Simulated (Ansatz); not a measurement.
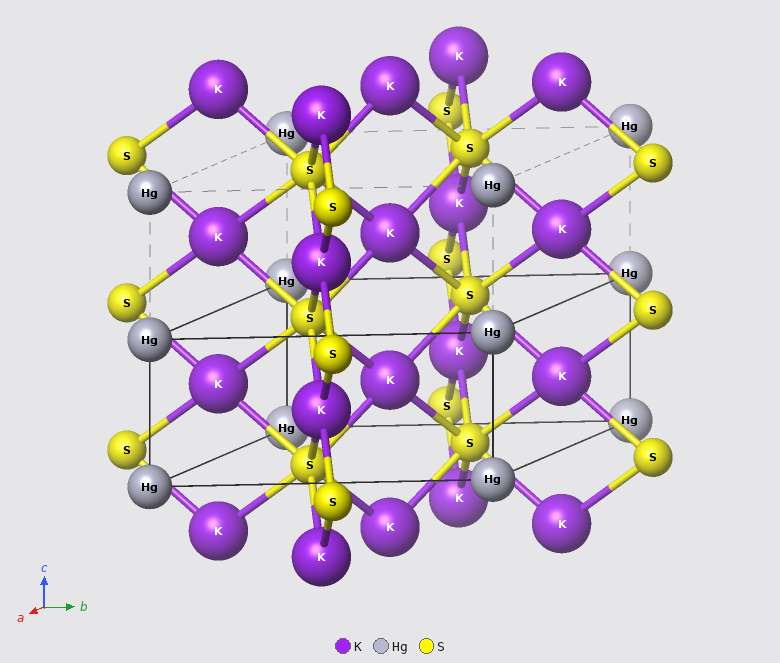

K₃HgS₂ (space group P6/mmm, No. 191). Coordinates: the geometry relaxed with DFT PBE, scalar-relativistic, plane waves, PAW in Ansatz; the starting structure was generated, so it need not be a known form of this composition.

Bonds are taken as K–S below 3.5 Å. Atoms with one bond or none are removed and atoms with two bonds are replaced by edges, until no such atom is left.

Q: What kind of net remains, and which atoms are its nodes?

A: A binodal (4,6)-connected, three-periodic net: K is a 4-connected node; S is a 6-connected node, in the ratio 3:2. Hg drops out.

Q: Is the net interpenetrated?

A: It is a single net, without interpenetration.

Q: Give the point symbol of each node (shortest cycle at each angle).

A: K: 4⁴·6²; S: 4⁹·6⁶.

Q: Give the first six terms of the coordination sequence (nodes one, two, three … edges away).

A: K: 4, 14, 20, 50, 60, 124; S: 6, 11, 30, 38, 90, 83.
